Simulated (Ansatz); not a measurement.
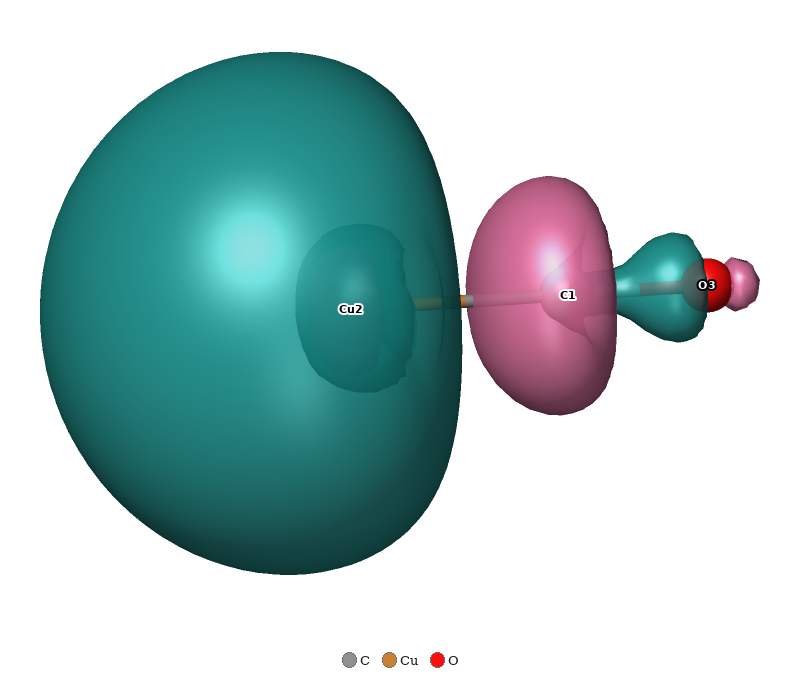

*CCuO (SMILES O=[C+][Cu]) (charge +1). The LUMO at ±0.08 Å⁻³ᐟ² (teal and pink are the two phases), seen from one side.*

Geometry: B3LYP/6-31G*.

The calculation used isolated molecule in a Gaussian basis; Kohn-Sham density functional theory, functional PBE0 (Ansatz).

The calculation's input:

```
basis:
  gaussian:
    orbitals: def2-TZVPD
crystal:
  periodic: [false, false, false]
  atoms:
    - {symbol: C, position_ang: [0.000000, 0.000000, -0.207297]}
    - {symbol: Cu, position_ang: [0.000000, 0.000000, 1.544645]}
    - {symbol: O, position_ang: [0.000000, 0.000000, -1.337349]}
total_charge: 1
hamiltonian:
  xc: {name: PBE0}
output:
  forces: true
  orbitals: {seedname: orbitals}
```

Run with:

```sh
ansatz run input.yaml --threads 1 --pin off --max-ram 2610MiB --events-out events.jsonl --progress --plain --runs-dir runs
```

What is the character of this orbital?

Answer. Its weight (Hirshfeld) is mainly on Cu2 (about 90 %) and C1 (about 5 %); it is of σ type. Its energy is −8.40 eV.
